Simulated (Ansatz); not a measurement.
# HfCl2F2: single points with varied inputs

Aim: run HfCl2F2 under a spread of inputs, and see what each costs and gives.

Method: the settings change from run to run; program: Ansatz 0.2.0, Gaussian basis.

### 1 The geometry

The structure was relaxed beforehand with PBE0-D4 in a triple-zeta def2 set. Hf takes a core potential in def2 sets; no spin-orbit term is included.

SMILES `[F][Hf]([F])([Cl])[Cl]`, 5 atoms, charge 0, spin multiplicity 1.

Atoms are counted from 1 here; the program's logs count them from 0.

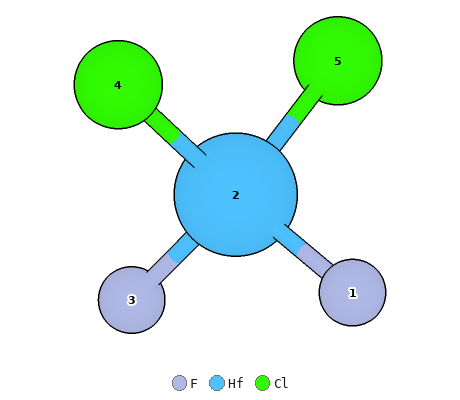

The structure; fluorine light blue, hafnium blue, chlorine green; atoms are numbered from 1 in the order of the file.

### 2 PBE-QIDH/def2-TZVPP

Options: multiplicity 3.

File in.yaml:

```yaml
crystal:
  periodic: [false, false, false]
  atoms:
    - {symbol: F, position_ang: [0.183456, -0.587061, 1.835837]}
    - {symbol: Hf, position_ang: [0.062086, -0.077823, 0.024140]}
    - {symbol: F, position_ang: [1.248021, -1.151413, -0.974483]}
    - {symbol: Cl, position_ang: [-2.116174, -0.418440, -0.732672]}
    - {symbol: Cl, position_ang: [0.672411, 2.161236, -0.194322]}
basis:
  gaussian: {orbitals: def2-TZVPP}
magnetization: {spin_polarized: true, initial_magnetization: 2}
hamiltonian: {xc: {name: PBE-QIDH}}
output: {forces: true}
```

On the command line:

```console
ansatz run in.yaml --threads 4 --pin off --events-out ev --progress --plain --max-ram 10444MiB
```

What it wrote (excerpt; [...] marks lines left out):

```text
Functional definition: PBE-QIDH
  name "PBE-QIDH"
  cite "Brémond, Sancho-García, Pérez-Jiménez & Adamo, J. Chem. Phys. 141, 031101 (2014) doi:10.1063/1.4890314"
  cite "Perdew, Burke & Ernzerhof, Phys. Rev. Lett. 77, 3865 (1996) doi:10.1103/PhysRevLett.77.3865"
[...]
1281 factors; integrals over basis functions are off by at most 9.6e-4 eV
[...]
mean field -31758.63302313 eV, -1167.1082368252 hartree, gradient 2.8e-6 eV, S^2 2.011466; 7 other end points of the search recorded, 0 dependent functions left out
12 core orbitals not correlated: weight in the atoms' cores, before any rotation towards them, 1.000 or more for the frozen orbitals, at most 0.000 for the correlated occupied ones
reference -31758.63303671 eV, -1167.1082373244 hartree; 21, 19 occupied and 169, 171 virtual orbitals, 1281 factors
second order -35.40717737 eV of doubles, -0.00000000 eV of singles
[...]
Total energy: -31770.43542916 eV, -1167.5419672472 hartree
Atom 0 at     0.183456    -0.587061     1.835837 Å, force    -0.336349     0.034044     0.864012 eV/Å
Atom 1 at     0.062086    -0.077823     0.024140 Å, force     3.536867    -0.613170     1.463101 eV/Å
Atom 2 at     1.248021    -1.151413    -0.974483 Å, force     0.302570    -0.304679    -0.822522 eV/Å
Atom 3 at    -2.116174    -0.418440    -0.732672 Å, force    -3.458417    -0.266160    -1.256729 eV/Å
Atom 4 at     0.672411     2.161236    -0.194322 Å, force    -0.044671     1.149965    -0.247863 eV/Å
Dipole moment:    -0.950810    -0.271919    -0.305575 e Å
```

Wall time 48 s (4 threads of Arm Neoverse V1, shared host); peak memory 1.1 GiB.

Largest force 3.876 eV/Å, dipole 4.97 D, ⟨S²⟩ 2.011.

### 3 BLYP/ANO-RCC-VTZP

Options: multiplicity 3, restricted open-shell orbitals, D4 dispersion.

Edit in.yaml of step 2 so:

```diff
@@ -9,5 +9,4 @@
 basis:
-  gaussian: {orbitals: def2-TZVPP}
-magnetization: {spin_polarized: true, initial_magnetization: 2}
-hamiltonian: {xc: {name: PBE-QIDH}}
-output: {forces: true}
+  gaussian: {orbitals: ANO-RCC-VTZP}
+magnetization: {spin_polarized: false, initial_magnetization: 2}
+hamiltonian: {xc: {name: BLYP}, dispersion: d4}
```

Same command.

What it wrote (excerpt; [...] marks lines left out):

```text
Functional definition: BLYP
  name "BLYP"
  cite "Becke, Phys. Rev. A 38, 3098 (1988) doi:10.1103/PhysRevA.38.3098"
  cite "Lee, Yang & Parr, Phys. Rev. B 37, 785 (1988) doi:10.1103/PhysRevB.37.785"
[...]
2035 factors; their error is unknown
[...]
mean field -440946.76668929 eV, -16204.4947913782 hartree, gradient 2.6e-6 eV, S^2 2.000000; 10 other end points of the search recorded, 0 dependent functions left out
reference -440946.76707332 eV, -16204.4948054911 hartree; 63, 61 occupied and 169, 171 virtual orbitals, 2035 factors
Total energy: -440947.01879573 eV, -16204.5040561190 hartree
Relativity: scalar
```

Wall time 89 s (4 threads of Arm Neoverse V1, shared host); peak memory 1.6 GiB.

### 4 CAM-B3LYP/def2-TZVPD

Options: a point charge of -1.00 e beside it.

Edit in.yaml of step 3 so:

```diff
@@ -9,4 +9,3 @@
 basis:
-  gaussian: {orbitals: ANO-RCC-VTZP}
-magnetization: {spin_polarized: false, initial_magnetization: 2}
-hamiltonian: {xc: {name: BLYP}, dispersion: d4}
+  gaussian: {orbitals: def2-TZVPD, point_charges: [{charge: -1.00, position_ang: [5.638, -0.266, 0.501]}]}
+hamiltonian: {xc: {name: CAM-B3LYP}}
```

Same command.

What it wrote (excerpt; [...] marks lines left out):

```text
Functional definition: CAM-B3LYP
  name "CAM-B3LYP"
  cite "Yanai, Tew & Handy, Chem. Phys. Lett. 393, 51 (2004) doi:10.1016/j.cplett.2004.06.011"
  cite "Iikura, Tsuneda, Yanai & Hirao, J. Chem. Phys. 115, 3540 (2001) doi:10.1063/1.1383587"
  cite "Becke, Phys. Rev. A 38, 3098 (1988) doi:10.1103/PhysRevA.38.3098"
  cite "Lee, Yang & Parr, Phys. Rev. B 37, 785 (1988) doi:10.1103/PhysRevB.37.785"
  cite "Vosko, Wilk & Nusair, Can. J. Phys. 58, 1200 (1980) doi:10.1139/p80-159"
[...]
  # Exact exchange under (alpha + beta erf(omega r))/r, Becke's under what is left of 1/r.
[...]
1391 factors; their error is unknown
347 factors; integrals over basis functions are off by at most 3.9e-5 eV
[...]
mean field -31797.04665642 eV, -1168.5199118110 hartree, gradient 4.6e-5 eV, S^2 0.000000; 0 other end points of the search recorded, 0 dependent functions left out
reference -31797.04681335 eV, -1168.5199175780 hartree; 32, 32 occupied and 183, 183 virtual orbitals, 1391 factors
Total energy: -31797.04681335 eV, -1168.5199175780 hartree
```

Wall time 3.7 s (4 threads of Arm Neoverse V1, shared host); peak memory 0.55 GiB.

### 5 B97M-V/def2-mTZVPP

Options: charge -1, multiplicity 2, atoms shaken by 0.15 Å.

File in.yaml:

```yaml
crystal:
  periodic: [false, false, false]
  atoms:
    - {symbol: F, position_ang: [0.054805, -0.364093, 2.275330]}
    - {symbol: Hf, position_ang: [-0.043524, 0.103109, 0.088857]}
    - {symbol: F, position_ang: [1.254235, -1.076594, -1.041138]}
    - {symbol: Cl, position_ang: [-2.361208, -0.404743, -0.542958]}
    - {symbol: Cl, position_ang: [0.633456, 2.289316, -0.307886]}
basis:
  gaussian: {orbitals: def2-mTZVPP}
total_charge: -1
magnetization: {spin_polarized: true, initial_magnetization: 1}
hamiltonian: {xc: {name: B97M-V}}
```

Launched as before.

What it wrote (excerpt; [...] marks lines left out):

```text
Functional definition: B97M-V
  name "B97M-V"
  cite "Mardirossian & Head-Gordon, J. Chem. Phys. 142, 074111 (2015) doi:10.1063/1.4907719"
  cite "Becke, J. Chem. Phys. 107, 8554 (1997) doi:10.1063/1.475007"
  cite "Vydrov & Van Voorhis, J. Chem. Phys. 133, 244103 (2010) doi:10.1063/1.3521275"
  # Of w^i u^j: cxij and so on, Table III.
[...]
  gx(w, u) = cx00 + cx01*u + cx02*u^2 + (cx10 + cx11*u)*w
  gss(w, u) = css00 + css02*u^2 + css10*w + (css32*w^3 + css42*w^4)*u^2
  gos(w, u) = cos00 + cos01*u + cos03*u^3 + cos10*w + cos32*w^3*u^2
[...]
      + integral(e_c_pw_mod_opposite_spin*gos(b97_w_opposite, b97_u_opposite)) + vv10(b, c)
1156 factors; their error is unknown
[...]
mean field -31788.88405245 eV, -1168.2199416479 hartree, gradient 1.4e-5 eV, S^2 0.752368; 10 other end points of the search recorded, 0 dependent functions left out
reference -31788.88415339 eV, -1168.2199453574 hartree; 33, 32 occupied and 105, 106 virtual orbitals, 1156 factors
Total energy: -31788.88415339 eV, -1168.2199453574 hartree
```

It took 29 s on 4 threads of Arm Neoverse V1, shared host; peak memory 0.59 GiB.

⟨S²⟩ 0.752.

### 6 rPW86-PBE/def2-SVPD

This run has coordinates scaled by 1.25, the search for lower states set to full.

File in.yaml:

```yaml
crystal:
  periodic: [false, false, false]
  atoms:
    - {symbol: F, position_ang: [0.229320, -0.733826, 2.294796]}
    - {symbol: Hf, position_ang: [0.077608, -0.097278, 0.030175]}
    - {symbol: F, position_ang: [1.560026, -1.439266, -1.218104]}
    - {symbol: Cl, position_ang: [-2.645218, -0.523050, -0.915839]}
    - {symbol: Cl, position_ang: [0.840514, 2.701545, -0.242902]}
basis:
  gaussian: {orbitals: def2-SVPD}
hamiltonian: {xc: {name: rPW86-PBE}}
scf: {lower_state_search: full}
```

Same command.

What it wrote (excerpt; [...] marks lines left out):

```text
Functional definition: rPW86-PBE
  name "rPW86-PBE"
  cite "Murray, Lee & Langreth, J. Chem. Theory Comput. 5, 2754 (2009) doi:10.1021/ct900365q"
  cite "Perdew, Burke & Ernzerhof, Phys. Rev. Lett. 77, 3865 (1996) doi:10.1103/PhysRevLett.77.3865"
  parent pbe
[...]
1242 factors; their error is unknown
[...]
mean field -31810.41814240 eV, -1169.0113048575 hartree, gradient 1.7e-5 eV, S^2 0.000000; 3 other end points of the search recorded, 0 dependent functions left out
reference -31810.41828044 eV, -1169.0113099302 hartree; 32, 32 occupied and 103, 103 virtual orbitals, 1242 factors
Total energy: -31810.41828044 eV, -1169.0113099302 hartree
```

Run time: 12 s. Hardware: 4 threads of Arm Neoverse V1, shared host.

### 7 PBE-QIDH/def2-mTZVP

File in.yaml:

```yaml
crystal:
  periodic: [false, false, false]
  atoms:
    - {symbol: F, position_ang: [0.183456, -0.587061, 1.835837]}
    - {symbol: Hf, position_ang: [0.062086, -0.077823, 0.024140]}
    - {symbol: F, position_ang: [1.248021, -1.151413, -0.974483]}
    - {symbol: Cl, position_ang: [-2.116174, -0.418440, -0.732672]}
    - {symbol: Cl, position_ang: [0.672411, 2.161236, -0.194322]}
basis:
  gaussian: {orbitals: def2-mTZVP}
hamiltonian: {xc: {name: PBE-QIDH}}
```

Launched as before.

What it wrote (excerpt; [...] marks lines left out):

```text
Functional definition: PBE-QIDH
  name "PBE-QIDH"
  cite "Brémond, Sancho-García, Pérez-Jiménez & Adamo, J. Chem. Phys. 141, 031101 (2014) doi:10.1063/1.4890314"
  cite "Perdew, Burke & Ernzerhof, Phys. Rev. Lett. 77, 3865 (1996) doi:10.1103/PhysRevLett.77.3865"
[...]
1065 factors; integrals over basis functions are off by at most 4.2e-4 eV
[...]
mean field -31763.84676868 eV, -1167.2998384405 hartree, gradient 8.3e-6 eV, S^2 0.000000; 0 other end points of the search recorded, 0 dependent functions left out
12 core orbitals not correlated: weight in the atoms' cores, before any rotation towards them, 1.000 or more for the frozen orbitals, at most 0.000 for the correlated occupied ones
reference -31763.84678213 eV, -1167.2998389347 hartree; 20, 20 occupied and 86, 86 virtual orbitals, 1065 factors
second order -28.34191032 eV of doubles, -0.00000000 eV of singles
Total energy: -31773.29408557 eV, -1167.6470209325 hartree
```

Wall time 2.6 s (4 threads of Arm Neoverse V1, shared host).

### 8 B3LYP/def2-TZVP

Options: atoms shaken by 0.03 Å, a point charge of 1.00 e beside it.

File in.yaml:

```yaml
crystal:
  periodic: [false, false, false]
  atoms:
    - {symbol: F, position_ang: [0.230570, -0.630510, 1.822631]}
    - {symbol: Hf, position_ang: [0.072142, -0.025486, 0.013298]}
    - {symbol: F, position_ang: [1.193040, -1.153691, -0.969505]}
    - {symbol: Cl, position_ang: [-2.087705, -0.406762, -0.644821]}
    - {symbol: Cl, position_ang: [0.675264, 2.153519, -0.187654]}
basis:
  gaussian: {orbitals: def2-TZVP, point_charges: [{charge: 1.00, position_ang: [4.105, 0.831, 0.951]}]}
hamiltonian: {xc: {name: B3LYP}}
output: {forces: true}
```

Same command.

What it wrote (excerpt; [...] marks lines left out):

```text
Functional definition: B3LYP
  name "B3LYP"
  cite "Stephens, Devlin, Chabalowski & Frisch, J. Phys. Chem. 98, 11623 (1994) doi:10.1021/j100096a001"
  cite "Becke, Phys. Rev. A 38, 3098 (1988) doi:10.1103/PhysRevA.38.3098"
  cite "Lee, Yang & Parr, Phys. Rev. B 37, 785 (1988) doi:10.1103/PhysRevB.37.785"
  cite "Vosko, Wilk & Nusair, Can. J. Phys. 58, 1200 (1980) doi:10.1139/p80-159"
[...]
1211 factors; their error is unknown
[...]
mean field -31799.48161095 eV, -1168.6093947395 hartree, gradient 3.3e-5 eV, S^2 0.000000; 0 other end points of the search recorded, 0 dependent functions left out
[...]
reference -31799.48188598 eV, -1168.6094048467 hartree; 32, 32 occupied and 144, 144 virtual orbitals, 1211 factors
Total energy: -31799.48188598 eV, -1168.6094048467 hartree
Atom 0 at     0.230570    -0.630510     1.822631 Å, force     0.317300     0.295952    -0.205483 eV/Å
Atom 1 at     0.072142    -0.025486     0.013298 Å, force    -1.600495    -1.638433     1.010323 eV/Å
Atom 2 at     1.193040    -1.153691    -0.969505 Å, force     0.973659    -0.374887    -0.495944 eV/Å
Atom 3 at    -2.087705    -0.406762    -0.644821 Å, force    -0.556598     0.006020    -0.227476 eV/Å
Atom 4 at     0.675264     2.153519    -0.187654 Å, force     0.860369     1.665975    -0.070415 eV/Å
Dipole moment:    -0.397192     0.086217    -0.184454 e Å
```

Wall time 3 s (4 threads of Arm Neoverse V1, shared host); peak memory 0.45 GiB.

Largest force 2.503 eV/Å, dipole 2.14 D.

### 9 BLYP/def2-SVPD

This run has charge +1, multiplicity 2, a grid of angular degree 11, a point charge of -1.00 e beside it, D4 dispersion, high accuracy, the search for lower states set to light.

File in.yaml:

```yaml
crystal:
  periodic: [false, false, false]
  atoms:
    - {symbol: F, position_ang: [0.183456, -0.587061, 1.835837]}
    - {symbol: Hf, position_ang: [0.062086, -0.077823, 0.024140]}
    - {symbol: F, position_ang: [1.248021, -1.151413, -0.974483]}
    - {symbol: Cl, position_ang: [-2.116174, -0.418440, -0.732672]}
    - {symbol: Cl, position_ang: [0.672411, 2.161236, -0.194322]}
basis:
  gaussian: {orbitals: def2-SVPD, final_grid: {core_spheres: 5, valence_spheres: 4, degree: 11}, point_charges: [{charge: -1.00, position_ang: [5.324, -0.566, 0.788]}]}
total_charge: 1
magnetization: {spin_polarized: true, initial_magnetization: 1}
hamiltonian: {xc: {name: BLYP}, dispersion: d4}
accuracy: high
scf: {lower_state_search: light}
output: {forces: true}
```

The command is unchanged.

What it wrote (excerpt; [...] marks lines left out):

```text
Functional definition: BLYP
  name "BLYP"
  cite "Becke, Phys. Rev. A 38, 3098 (1988) doi:10.1103/PhysRevA.38.3098"
  cite "Lee, Yang & Parr, Phys. Rev. B 37, 785 (1988) doi:10.1103/PhysRevB.37.785"
[...]
2610 factors; integrals over basis functions are off by at most 3.3e-9 eV
[...]
mean field -31773.85445595 eV, -1167.6676141641 hartree, gradient 1.2e-8 eV, S^2 0.752971; 10 other end points of the search recorded, 0 dependent functions left out
[...]
reference -31773.85452757 eV, -1167.6676167960 hartree; 32, 31 occupied and 103, 104 virtual orbitals, 2610 factors
Total energy: -31774.08385488 eV, -1167.6760444193 hartree
Atom 0 at     0.183456    -0.587061     1.835837 Å, force    -0.407360     0.184205     0.480738 eV/Å
Atom 1 at     0.062086    -0.077823     0.024140 Å, force     1.658280    -1.550303     0.748214 eV/Å
Atom 2 at     1.248021    -1.151413    -0.974483 Å, force    -0.066359    -0.021955    -0.610043 eV/Å
Atom 3 at    -2.116174    -0.418440    -0.732672 Å, force    -1.322778    -0.317373    -0.436592 eV/Å
Atom 4 at     0.672411     2.161236    -0.194322 Å, force     0.609009     1.577690    -0.109669 eV/Å
Dipole moment:    -0.061504     0.509091    -0.202694 e Å
```

Run time: 11 s. Hardware: 4 threads of Arm Neoverse V1, shared host; peak memory 0.47 GiB.

Largest force 2.390 eV/Å, ⟨S²⟩ 0.753.

### 10 wPBEh/ANO-RCC-VTZP

Set apart from the defaults: atoms shaken by 0.03 Å.

File in.yaml:

```yaml
crystal:
  periodic: [false, false, false]
  atoms:
    - {symbol: F, position_ang: [0.193866, -0.560448, 1.873577]}
    - {symbol: Hf, position_ang: [0.043249, -0.077152, 0.049812]}
    - {symbol: F, position_ang: [1.239726, -1.165099, -1.004310]}
    - {symbol: Cl, position_ang: [-2.132488, -0.439560, -0.764055]}
    - {symbol: Cl, position_ang: [0.740438, 2.170959, -0.213161]}
basis:
  gaussian: {orbitals: ANO-RCC-VTZP}
hamiltonian: {xc: {name: wPBEh}}
output: {forces: true}
```

Launched as before.

What it wrote (excerpt; [...] marks lines left out):

```text
Functional definition: wPBEh
  name "wPBEh"
  cite "Heyd, Scuseria & Ernzerhof, J. Chem. Phys. 118, 8207 (2003) doi:10.1063/1.1564060"
  cite "Krukau, Vydrov, Izmaylov & Scuseria, J. Chem. Phys. 125, 224106 (2006) doi:10.1063/1.2404663"
  cite "Heyd & Scuseria, J. Chem. Phys. 120, 7274 (2004) doi:10.1063/1.1668634"
  cite "Ernzerhof & Perdew, J. Chem. Phys. 109, 3313 (1998) doi:10.1063/1.476928"
  cite "Perdew, Burke & Ernzerhof, Phys. Rev. Lett. 77, 3865 (1996) doi:10.1103/PhysRevLett.77.3865"
  parent pbe
[...]
1798 factors; integrals over basis functions are off by at most 1.1e-3 eV
84 factors; integrals over basis functions are off by at most 3.0e-6 eV
[...]
mean field -440902.97414014 eV, -16202.8854448805 hartree, gradient 4.1e-5 eV, S^2 0.000000; 0 other end points of the search recorded, 0 dependent functions left out
[...]
reference -440902.97420600 eV, -16202.8854473008 hartree; 62, 62 occupied and 170, 170 virtual orbitals, 1798 factors
Total energy: -440902.97420600 eV, -16202.8854473008 hartree
Relativity: scalar
Atom 0 at     0.193866    -0.560448     1.873577 Å, force    -0.092595     0.131773    -0.642507 eV/Å
Atom 1 at     0.043249    -0.077152     0.049812 Å, force     0.787331    -0.248306    -0.713455 eV/Å
Atom 2 at     1.239726    -1.165099    -1.004310 Å, force    -0.959427     0.833597     0.927834 eV/Å
Atom 3 at    -2.132488    -0.439560    -0.764055 Å, force     0.599100     0.138413     0.302483 eV/Å
Atom 4 at     0.740438     2.170959    -0.213161 Å, force    -0.334410    -0.855476     0.125644 eV/Å
Dipole moment:    -0.086012     0.028322     0.047396 e Å
```

It took 32 s on 4 threads of Arm Neoverse V1, shared host; peak memory 1.1 GiB.

Largest force 1.574 eV/Å, dipole 0.49 D.

### 11 All runs side by side

```csv
level,charge,multiplicity,geometry,functions,energy (eV),time
PBE-QIDH/def2-TZVPP,0,3,relaxed,202,-31770.435,48 s
BLYP/ANO-RCC-VTZP,0,3,relaxed,232,-440947.019,89 s
CAM-B3LYP/def2-TZVPD,0,1,"relaxed, point charge",215,-31797.047,3.7 s
B97M-V/def2-mTZVPP,-1,2,shaken,138,-31788.884,29 s
rPW86-PBE/def2-SVPD,0,1,scaled,135,-31810.418,12 s
PBE-QIDH/def2-mTZVP,0,1,relaxed,118,-31773.294,2.6 s
B3LYP/def2-TZVP,0,1,"shaken, point charge",176,-31799.482,3 s
BLYP/def2-SVPD,1,2,"relaxed, point charge",135,-31774.084,11 s
wPBEh/ANO-RCC-VTZP,0,1,shaken,232,-440902.974,32 s
```

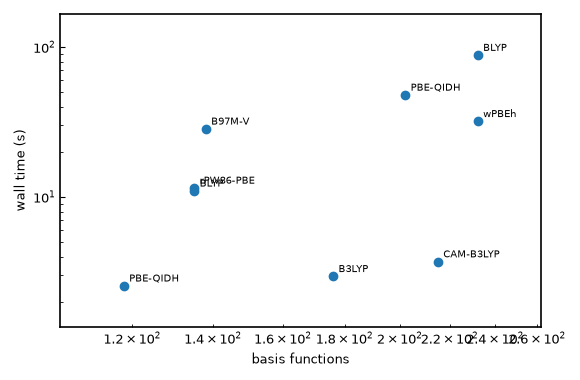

Wall time against the number of basis functions (shared host).

### 12 What came out

| quantity | value |
| --- | --- |
| runs | 9 |
| quickest | PBE-QIDH/def2-mTZVP, 2.6 s |
| slowest | BLYP/ANO-RCC-VTZP, 89 s |

What this shows: The runs differ in state or geometry as well as level, so their energies can't be set against each other. Run time spans a factor of 35, from PBE-QIDH/def2-mTZVP to BLYP/ANO-RCC-VTZP. The jobs differ in tasks and options as well as level.
